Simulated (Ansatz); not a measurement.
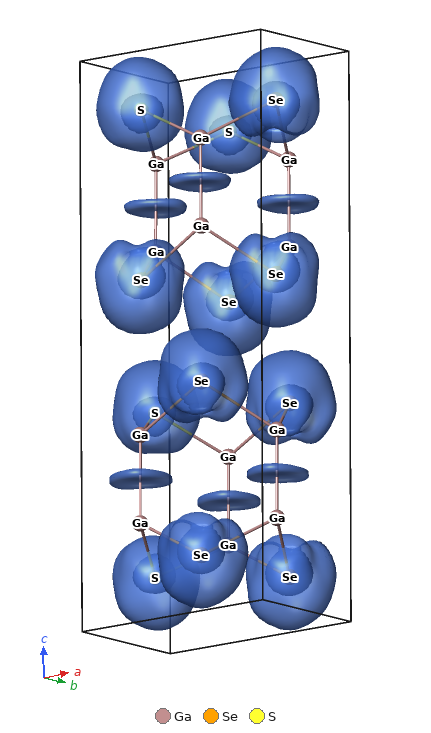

Figure. Ga8Se5S3. Isosurface of the ELF at 0.7 (blue), seen at an oblique angle. Core shells and regions of very low density are left out. Sticks mark near contacts.

Space group Pm; a generated structure, not necessarily the stable one.

All numbers below come from DFT HSE06, scalar-relativistic, plane waves, PAW (Ansatz 0.2.0).

Q: Describe the localisation domains.

A: The ELF exceeds this value in four regions between bonded Ga–Ga atoms (shared pairs), three regions on S in which the atom's valence shell and bonds are merged and five regions on Se in which the atom's valence shell and bonds are merged, counted in one cell of 16 atoms. Any copies at cell faces, edges or corners count once. Profiles from the grid: Ga–S (2.35 Å): the ELF peaks at about 0.90 in the valence shell of S, 0.9 Å from its nucleus, and is about 0.70 at the midpoint. Ga–Ga (2.44 Å): the ELF peaks at about 0.75 between the atoms: a covalent bond.
